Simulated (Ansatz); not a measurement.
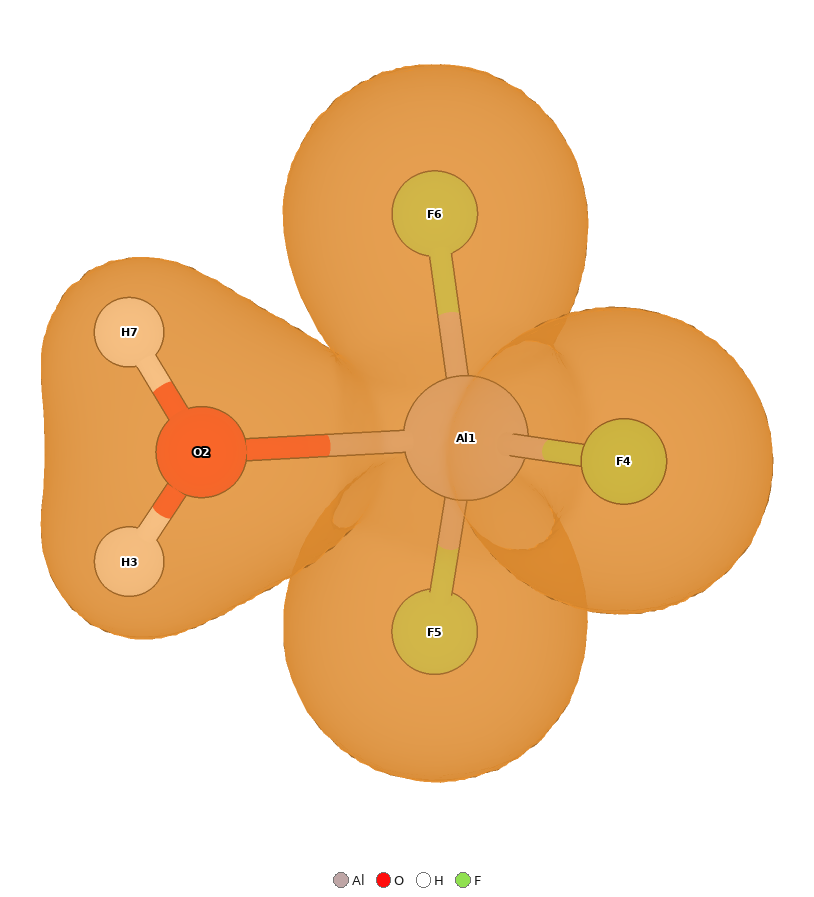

Figure. AlF3H2O. Isosurface of the electron density at 0.2 e/Å³ (orange), seen across its widest extent.

All numbers below come from RKS PBE0-D4/def2-SVP in Ansatz 0.2.0.

```json
{"atom": "Al", "x (Å)": "0.0440", "y (Å)": "0.4961", "z (Å)": "-0.0682"}
{"atom": "O", "x (Å)": "-0.0198", "y (Å)": "0.0994", "z (Å)": "1.8395"}
{"atom": "H", "x (Å)": "-0.8422", "y (Å)": "-0.3644", "z (Å)": "2.0558"}
{"atom": "F", "x (Å)": "1.3933", "y (Å)": "-0.2540", "z (Å)": "-0.6695"}
{"atom": "F", "x (Å)": "-1.4378", "y (Å)": "-0.1894", "z (Å)": "-0.4037"}
{"atom": "F", "x (Å)": "0.1038", "y (Å)": "2.1489", "z (Å)": "0.1360"}
{"atom": "H", "x (Å)": "-0.0022", "y (Å)": "0.9218", "z (Å)": "2.3509"}
```

### How is the density connected at this value?

At this value the surface is in one piece. It bridges the sampled Al–F (1.66 Å), Al–O (1.95 Å) and O–H (0.97 Å) contacts, where the density stays above the isovalue. On the grid the lowest density along these lines, outside the cores, is 0.69 e/Å³ (Al–F, 1.66 Å), 0.36 e/Å³ (Al–O, 1.95 Å) and 2.3 e/Å³ (O–H, 0.97 Å).
